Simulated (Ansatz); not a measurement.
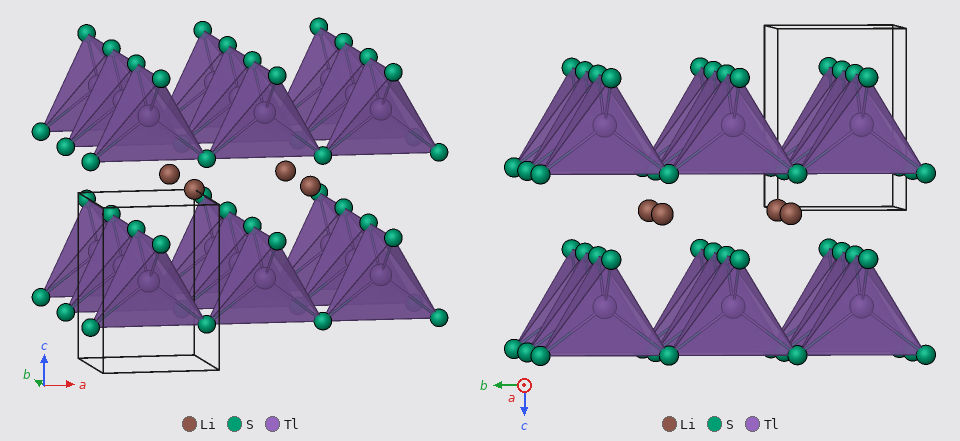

Polyhedra are drawn about Tl (bonds: S–Tl below 2.9 Å); other atoms are plain spheres. Two views of the same piece.

LiTlS2 (space group P-4m2, No. 115). Coordinates: the input geometry of an electronic-structure calculation (not necessarily at equilibrium); the starting structure was generated, so it need not be a known form of this composition.

Q: What figure surrounds each Tl atom, and what does it share with the other drawn polyhedra?

A: Tl: TlS4 tetrahedron, sharing corners with four neighbours.

Q: What is the connectivity of the polyhedra: isolated, groups, chains, layers or framework?

A: They form layers of corner-sharing tetrahedra parallel to (001). Their corner atoms also have Li as close neighbours (those links are not drawn).

Q: How far apart are the centres of linked polyhedra?

A: Centre to centre across a shared corner: 4.07 Å.
